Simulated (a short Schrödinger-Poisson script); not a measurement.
Structure: symmetric double-gate stack, Al2O3 on p-type Ge(111), at 400 K.

| layer | material | thickness (nm) | Na (cm⁻³) |
|---|---|---|---|
| 1 | Al2O3 | 3.5 | - |
| 2 | Ge | 14 | 1e18 |
| 3 | Al2O3 | 3.5 | - |

The device is made up for the run: typed textbook-type constants, with dimensions and the other settings drawn at random. Al2O3: permittivity 9, conduction-band edge (eV) 2.65, gap (eV) 6.8, electron mass (mₑ) 0.3. Ge: permittivity 16, conduction-band edge (eV) 0, gap (eV) 0.664, Nv at 300 K (cm⁻³) 6e18.

Channel valleys (confinement mass, in-plane density-of-states mass, number): L1 1.59, 0.08, 1; L3 0.09, 0.34, 3. At the gates, both at one voltage, the conduction-band edge of layer 1 lies 2.49 eV − eVg above the Fermi level of the channel. Gaps are held at their typed values at every temperature. Mesh 0.03 nm at interfaces.

From a short Schrödinger-Poisson script (our own, NumPy): 1D Poisson equation in equilibrium, electrons quantum, Hartree (BenDaniel-Duke, 12 states a valley, the channel's in-plane mass for all, wave functions ending at the dielectric), parabolic valleys, classical holes, full ionisation, no traps, pinning or gate leakage.

Only gate voltages with over 1e8 electrons/cm² are shown.

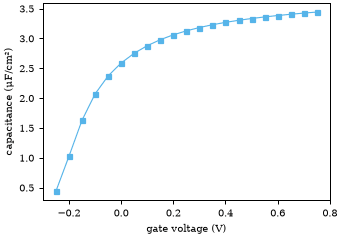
Fig. 1. Quasi-static capacitance against gate voltage

```
Vg (V)  electrons (cm⁻²)  C (μF/cm²)  L1 E0 (meV)  L1 E1 (meV)  L3 E0 (meV)  L3 E1 (meV)
------  ----------------  ----------  -----------  -----------  -----------  -----------
-0.25            1.10e11       0.442        167.0        167.4        190.6        250.0
-0.15            7.49e11        1.63         97.4         97.5        125.5        182.6
-0.05            2.02e12        2.37         55.2         55.2         93.2        146.3
0.05             3.63e12        2.75         25.5         25.5         75.4        124.5
0.15             5.43e12        2.98          1.9          1.9         63.9        109.5
0.25             7.33e12        3.13        -18.2        -18.2         55.6         98.1
0.35             9.32e12        3.23        -36.2        -36.2         49.1         88.9
0.45             1.14e13        3.30        -52.7        -52.7         43.7         81.0
0.55             1.34e13        3.36        -68.1        -68.1         39.0         74.2
0.65             1.56e13        3.41        -82.8        -82.8         34.9         68.0
0.75             1.77e13        3.44        -97.0        -97.0         31.2         62.5
```

Subbands count from the Fermi level. The capacitance is that of both gates.

Only the L valleys are kept; under strong confinement the Δ valleys of Ge fill too.
